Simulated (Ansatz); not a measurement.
# One shape, several levels: doublet C2H5InO+

Aim: a comparison of 6 runs (UHF/STO-3G, UHF/3-21G, UHF/def2-SVP, U-r2SCAN/def2-SVP, UCAM-B3LYP/def2-SVP, UPBE/def2-SVP) of doublet C2H5InO+. 

The results are computed with Ansatz 0.2.0.

62 further runs of the same task are left out: 62 set aside as unsound or not needed.

### 1 Starting point

The species is C2H5InO+ (9 atoms), meant as a doublet with charge +1. As SMILES of the parent species, `C[C](=O)[InH2]`. The coordinates come from a PBE0-D4/def2-TZVP relaxation. That shape belongs to the parent species and isn't relaxed for this state.

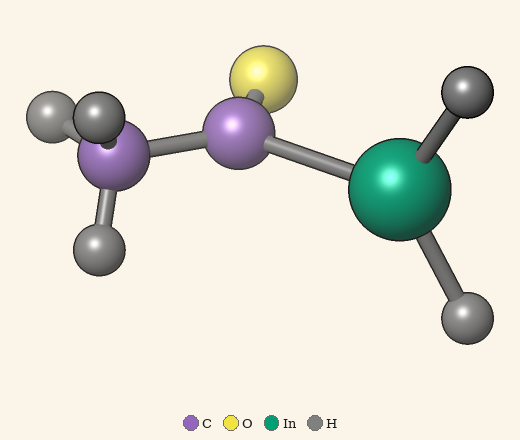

The structure, seen from a chosen angle (carbon purple, oxygen yellow, indium teal, hydrogen grey).

### 2 A single-point energy at UHF/STO-3G (run 1)

molecule.yaml

```yaml
basis:
  gaussian: {orbitals: STO-3G}
crystal:
  periodic: [false, false, false]
  atoms:
    - {symbol: C, position_ang: [0.344400, 1.188000, -0.839100]}
    - {symbol: C, position_ang: [0.607000, -0.087100, -0.096200]}
    - {symbol: O, position_ang: [1.705800, -0.590300, -0.051600]}
    - {symbol: In, position_ang: [-0.847800, -1.304800, 1.038800]}
    - {symbol: H, position_ang: [1.255300, 1.565500, -1.309800]}
    - {symbol: H, position_ang: [-0.427200, 1.011100, -1.595100]}
    - {symbol: H, position_ang: [-0.058700, 1.931600, -0.144300]}
    - {symbol: H, position_ang: [-1.599800, -2.644700, 0.254600]}
    - {symbol: H, position_ang: [-0.978900, -1.069400, 2.742600]}
total_charge: 1
magnetization: {spin_polarized: true, initial_magnetization: 1}
hamiltonian: {xc: hf}
accuracy: high
output: {orbitals: {seedname: orbitals}}
```

The run is started by

```console
ansatz run molecule.yaml --threads 1 --pin off --max-ram 3480MiB --events-out events.jsonl --progress --plain --runs-dir runs
```

The program printed:

```text
Warning: RAYON_NUM_THREADS=1 ignored (pool sized by the plan → 1); use --threads N
Functional definition: HF
  name "HF"
  exchange = exact_x
  correlation = 0
933 factors; integrals over basis functions are off by at most 4.0e-9 eV
mean field evaluation 1: about -158751.8722 eV, gradient 2.6e1 eV
mean field evaluation 2: about -158751.9856 eV, gradient 2.6e1 eV
mean field evaluation 4: about -158757.0915 eV, gradient 3.5e0 eV
mean field evaluation 8: about -158757.6763 eV, gradient 3.6e-1 eV
mean field evaluation 16: about -158757.6791 eV, gradient 9.2e-7 eV
mean field evaluation 32: about -158757.5612 eV, gradient 5.6e-1 eV
mean field -158757.67914283 eV, -5834.2370986792 hartree, gradient 2.4e-8 eV, S^2 0.786809; 0 other end points of the search recorded, 0 dependent functions left out
reference -158757.67914283 eV, -5834.2370986792 hartree; 37, 36 occupied and 10, 11 virtual orbitals, 933 factors
Total energy: -158757.67914283 eV, -5834.2370986792 hartree
```

Run time: 1.8 s. Hardware: 1 thread of Arm Neoverse V2, shared host; peak memory 0.16 GiB.

### 3 The energy at UHF/3-21G (run 2)

Changes to molecule.yaml since step 2:

```diff
@@ -1,3 +1 @@
-basis:
-  gaussian: {orbitals: STO-3G}
 crystal:
@@ -14,6 +12,12 @@
     - {symbol: H, position_ang: [-0.978900, -1.069400, 2.742600]}
+basis:
+  gaussian:
+    orbitals: 3-21G-spherical.json
 total_charge: 1
-magnetization: {spin_polarized: true, initial_magnetization: 1}
-hamiltonian: {xc: hf}
+magnetization:
+  spin_polarized: true
+  initial_magnetization: 1
 accuracy: high
+hamiltonian:
+  xc: hf
 output: {orbitals: {seedname: orbitals}}
```

The basis set 3-21G is read from a file made from the Basis Set Exchange's data (not shown).

The run is started by

```console
ansatz run molecule.yaml --threads 1 --pin off --max-ram 3480MiB --events-out events.jsonl --progress --plain --runs-dir runs
```

The program printed:

```text
Warning: RAYON_NUM_THREADS=1 ignored (pool sized by the plan → 1); use --threads N
[... 4 set-up lines as earlier in the session ...]
1503 factors; integrals over basis functions are off by at most 1.2e-8 eV
mean field evaluation 1: about -159640.2611 eV, gradient 3.8e1 eV
mean field evaluation 2: about -159640.5594 eV, gradient 3.7e1 eV
mean field evaluation 4: about -159649.9305 eV, gradient 1.1e1 eV
mean field evaluation 8: about -159650.9640 eV, gradient 8.8e-1 eV
mean field evaluation 16: about -159651.0136 eV, gradient 3.7e-4 eV
mean field evaluation 32: about -159647.3821 eV, gradient 3.1e1 eV
mean field evaluation 64: about -159644.7964 eV, gradient 6.9e0 eV
mean field evaluation 96: about -159626.6883 eV, gradient 3.3e1 eV
mean field -159651.01355481 eV, -5867.0665327956 hartree, gradient 3.5e-8 eV, S^2 0.779611; 0 other end points of the search recorded, 0 dependent functions left out
reference -159651.01355481 eV, -5867.0665327956 hartree; 37, 36 occupied and 31, 32 virtual orbitals, 1503 factors
Total energy: -159651.01355481 eV, -5867.0665327956 hartree
```

Wall time 4.8 s (1 thread of Arm Neoverse V2, shared host); peak memory 0.36 GiB.

Runs 3 to 5 aren't shown in full; the table further down has their settings and results.

### 4 A single-point energy at UPBE/def2-SVP (core potential) (run 6)

in.yaml

```yaml
crystal:
  periodic: [false, false, false]
  atoms:
    - {symbol: C, position_ang: [0.344400, 1.188000, -0.839100]}
    - {symbol: C, position_ang: [0.607000, -0.087100, -0.096200]}
    - {symbol: O, position_ang: [1.705800, -0.590300, -0.051600]}
    - {symbol: In, position_ang: [-0.847800, -1.304800, 1.038800]}
    - {symbol: H, position_ang: [1.255300, 1.565500, -1.309800]}
    - {symbol: H, position_ang: [-0.427200, 1.011100, -1.595100]}
    - {symbol: H, position_ang: [-0.058700, 1.931600, -0.144300]}
    - {symbol: H, position_ang: [-1.599800, -2.644700, 0.254600]}
    - {symbol: H, position_ang: [-0.978900, -1.069400, 2.742600]}
basis:
  gaussian:
    orbitals: def2-SVP
accuracy: high
output:
  orbitals: {seedname: orbitals}
hamiltonian:
  xc: pbe
total_charge: 1
magnetization:
  spin_polarized: true
  initial_magnetization: 1
```

The run is started by

```console
ansatz run in.yaml --threads 1 --pin off --max-ram 3480MiB --events-out events.jsonl --progress --plain --runs-dir runs
```

The program printed:

```text
Warning: RAYON_NUM_THREADS=1 ignored (pool sized by the plan → 1); use --threads N
Functional definition: PBE
  name "PBE"
  parameter kappa = 0.804
  parameter beta = 0.06672455060314922
  exchange = pbe_x(kappa = kappa, mu = beta*pi^2/3)
  correlation = pbe_c(beta = beta)
2298 factors; integrals over basis functions are off by at most 8.2e-9 eV
mean field evaluation 1: about -9315.3410 eV, gradient 7.8e1 eV
mean field evaluation 2: about -8680.3728 eV, gradient 2.1e2 eV
mean field evaluation 4: about -9335.4541 eV, gradient 7.2e1 eV
mean field evaluation 8: about -9358.6554 eV, gradient 1.0e0 eV
mean field evaluation 16: about -9358.6538 eV, gradient 6.3e-4 eV
mean field evaluation 32: about -9356.3491 eV, gradient 5.6e0 eV
mean field -9358.65381684 eV, -343.9241842456 hartree, gradient 2.4e-8 eV, S^2 0.751895; 1 other end points of the search recorded, 0 dependent functions left out
reference -9358.65382150 eV, -343.9241844166 hartree; 23, 22 occupied and 70, 71 virtual orbitals, 2298 factors
Total energy: -9358.65382150 eV, -343.9241844166 hartree
```

Wall time 14 s (1 thread of Arm Neoverse V2, shared host); peak memory 0.33 GiB.

### 5 Overview of the runs

```tsv
run	level	core potential	energy (Eh)	HOMO energy (eV)	LUMO energy (eV)	⟨S²⟩	wall time
1	UHF/STO-3G	none	-5834.237099	-14.11	-2.00	0.787	1.8 s
2	UHF/3-21G	none	-5867.066533	-15.83	-5.35	0.780	4.8 s
3	UHF/def2-SVP (core potential)	def2-SVP	-342.271124	-15.88	-5.58	0.781	8.1 s
4	U-r2SCAN/def2-SVP (core potential)	def2-SVP	-344.088064	-12.52	-11.09	0.755	32 s
5	UCAM-B3LYP/def2-SVP (core potential)	def2-SVP	-344.003638	-14.64	-9.21	0.756	18 s
6	UPBE/def2-SVP (core potential)	def2-SVP	-343.924184	-12.20	-11.20	0.752	14 s
```

### 6 Results

```
                                 quantity          value
                      run 6: total energy  -343.92418 Eh
run 6: HOMO energy (highest over α and β)      -12.20 eV
 run 6: LUMO energy (lowest over α and β)      -11.20 eV
                              run 6: ⟨S²⟩          0.752
```

What this shows: Totals of different functionals can't be ranked against each other. Some runs of one species differ in core potentials or relativity; totals across that change don't compare. In run 1 the basis is minimal, so the values are rough. In runs 1, 2 relativity is left out where basis or elements ask for it. All runs together took 79 s, the longest 32 s.
